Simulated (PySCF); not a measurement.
# F4H6P2Sn (trans-Sn(PH3)2F4): what the fields show

Input

```
{"job": {"kind": "uv", "xc": "wB97X-D", "basis": "def2-SVPD", "ip": true, "nstates": 10}, "charge": 0, "multiplicity": 1}
Sn    -0.007863    -0.010866     0.001603
P     -0.048346     0.007149     2.673637
H      0.363315     1.185497     3.338741
H      0.827681    -0.943103     3.245367
H     -1.247787    -0.283064     3.365017
P      0.051924    -0.015329    -2.670078
H      1.260500     0.323646    -3.322299
H     -0.836357     0.918752    -3.249121
H     -0.303388    -1.193636    -3.367228
F      1.933984    -0.021178     0.230062
F     -1.957589     0.006945    -0.116423
F      0.024830     1.936006    -0.176940
F     -0.030264    -1.962928     0.069852
```

Command:

```sh
OMP_NUM_THREADS=1 python probes_run.py task.json out
```

Geometry: PBE0-D3(BJ)/def2-SVP; core potentials replace the inner electrons of Sn.

Theory: wB97X-D/def2-SVPD, SCF density, gas phase, scalar-relativistic core potentials on the heavy atoms in PySCF 2.14.0.

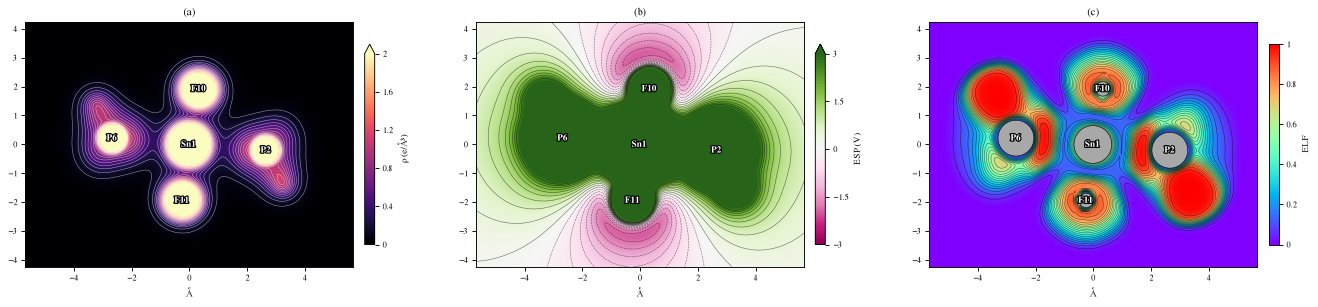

Figure 1. (a) electron density; (b) electrostatic potential; (c) ELF on the plane of atoms P6, Sn1 and F11. Grey discs cover the atomic cores in the ELF map.

Q: Read the bonding off the picture.

A: The plane passes through Sn, P and F nuclei. Sn–F (1.95 Å): the density is about 0.7 e/Å³ at the midpoint; the ELF peaks at about 0.85 in the valence shell of F, 0.6 Å from its nucleus, and drops to about 0.10 between the two atoms. Sn–P (2.67 Å): ρ at the midpoint is about 0.37 e/Å³; the ELF peaks at about 1 in the valence shell of P, 1.0 Å from its nucleus, and drops to about 0.15 between the two atoms. The ELF also peaks beside F11 and F10, away from the bonds: lone-pair regions. Outside the dense part of the molecule the potential is most negative (−2.0 V) near F10.

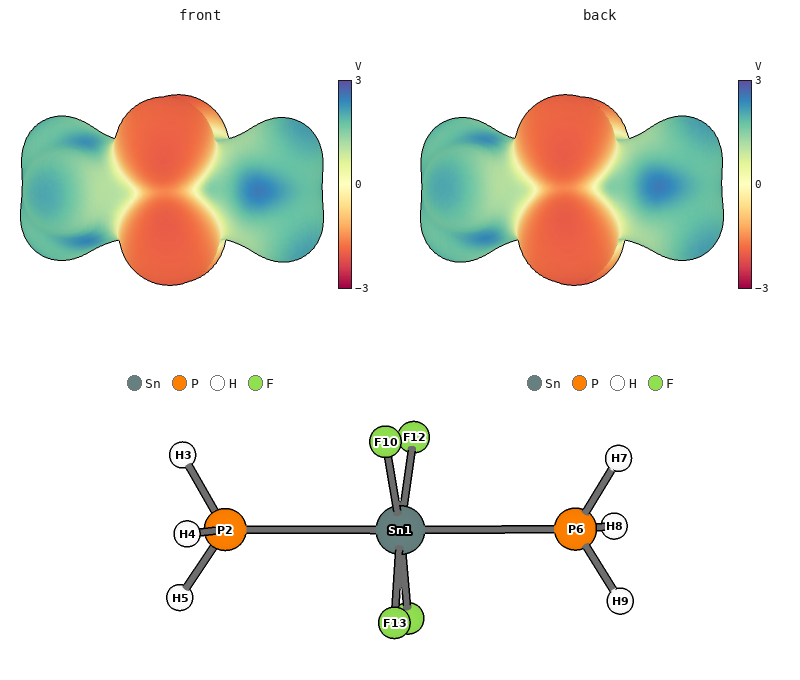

Figure 2. The electrostatic potential painted on the density surface at 0.004 e/bohr³, seen from the front and from behind; red is negative and blue positive. The bare structure is drawn below in the same view.

Q: Describe the electrostatic potential map.

A: The most negative region (about −2.0 V, or −46 kcal/mol for a unit charge) lies over F10, F11, F12 and F13, the most positive (about +2.4 V, or +55 kcal/mol for a unit charge) over P2 and P6.
